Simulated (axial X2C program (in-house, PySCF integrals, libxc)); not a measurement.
Relativistic diatomic calculation, with input and output: Br₂⁺

System: Br₂⁺, single determinant with M_S = 1/2 and |Λ| = 1.
Method: LDA, spin-free X2C-1e, Br dyall-cv3z (cores contracted) (axial X2C program (in-house, PySCF integrals, libxc)).

Results in brief:

| quantity | value |
| --- | --- |
| outcome | converged |
| bond length rₑ | 2.194 Å |
| ωₑ | 372.3 cm⁻¹ |
| energy at the minimum | −5204.89949 hartree |
| depth below the fragments | 4.78 eV |
| largest ⟨S²⟩ along the curve | 0.75 |
| hardware | 1 thread of Arm Neoverse V2, 24 GiB of memory available, shared host |
| wall time | 2.3 s |
| peak memory | 0.85 GiB |

Notes:

To bear in mind: the highest filled and lowest empty levels coincide, as for a half-filled degenerate pair.

Input:
```
{"zs": [35, 35], "q": 1, "bas": ["dyall-cv3z", "dyall-cv3z"], "levels": ["PBE0", "HF", "LDA"], "cc": true, "r0": 2.28, "thr": -2.0, "nmax": 90, "npts": 10, "nst": 2, "ntry": 6}
```

The line is the task of a batch: nuclear charges, charge, bases, the levels to run, a first guess of the distance and further settings. This report covers LDA without spin-orbit coupling. The log is that of the reference distance 2.194 Å.

The run was one of a batch that the task file lists, launched with:
```bash
python <driver script> task.json out
```

Log:
```
spin-free X2C-1e  LDA
basis functions 204  fitting functions 1152  grid points 5798
iter        total energy     max residual
   1      -5204.885067351     4.15e-01
   2      -5204.898917164     1.02e-02
   3      -5204.899106016     2.28e-02
   4      -5204.899485521     5.01e-04
   5      -5204.899487840     3.29e-04
   6      -5204.899488478     2.42e-05
   7      -5204.899488478     5.11e-06
converged
one-electron -7814.57501314  Coulomb 2492.33657600  exact exchange 0.00000000  xc functional -178.12234732  nuclear repulsion 295.46129598
```

The points of the curve:

```
R (Å)   E (hartree)  dipole (D; origin at the first atom, positive when the second is positive)  highest filled (eV)  lowest empty (eV)
1.909  −5204.851557                                                                        4.58               −13.48             −13.48
1.996  −5204.879648                                                                        4.79               −13.64             −13.64
2.062  −5204.891567                                                                        4.95               −13.75             −13.75
2.128  −5204.897695                                                                        5.11               −13.84             −13.84
2.194  −5204.899488                                                                        5.27               −13.93             −13.93
2.271  −5204.897564                                                                        5.45               −14.01             −14.01
2.348  −5204.892585                                                                        5.64               −14.09             −14.09
2.446  −5204.883285                                                                        5.88               −14.16             −14.16
2.567  −5204.869486                                                                        6.16               −14.23             −14.23
2.743  −5204.848005                                                                        6.59               −14.29             −14.29
```

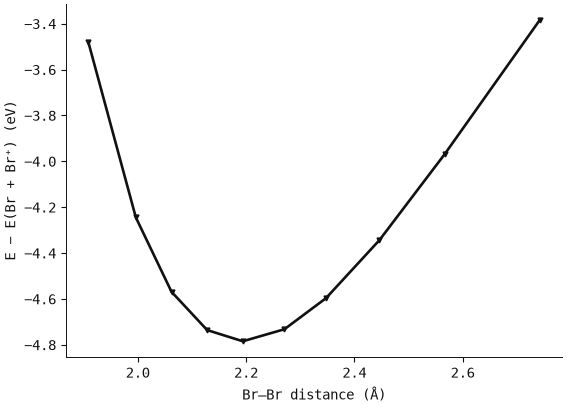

**Figure 1.** Energy at 10 bond lengths, for one set of occupations held fixed; the line joins the points. A polynomial of degree 6 through 9 points gives rₑ = 2.194 Å, ωₑ = 372.3 cm⁻¹, ωₑxₑ = 0.95 cm⁻¹ and Bₑ = 0.08872 cm⁻¹. The minimum lies 4.78 eV below Br + Br⁺, each computed as one determinant at the same level.

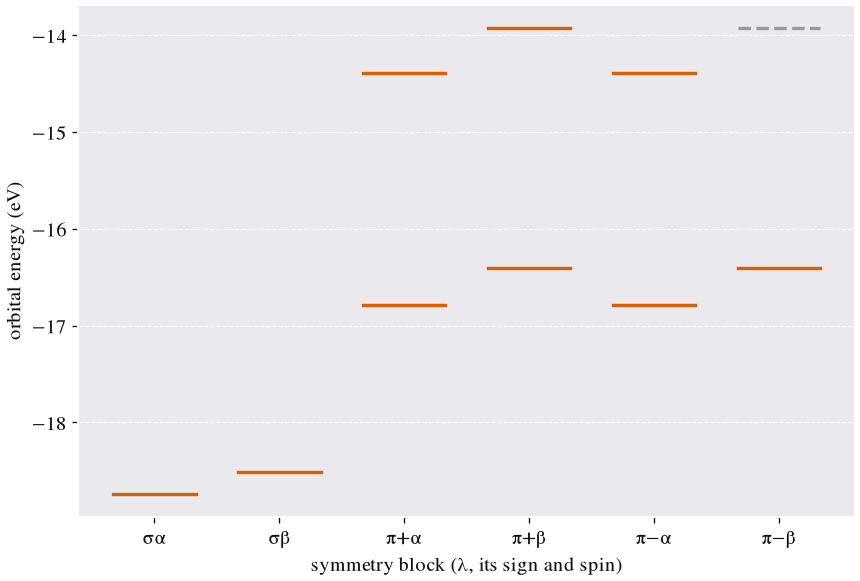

**Figure 2.** Orbital energies near the frontier at 2.19 Å, filled (solid) and empty (dashed); a label such as π−α means λ = −1 and α spin. The highest filled orbital (π+β; 49 % Br p, 49 % Br p) lies at −13.93 eV, the lowest empty one (π−β; 49 % Br p, 49 % Br p) at −13.93 eV.
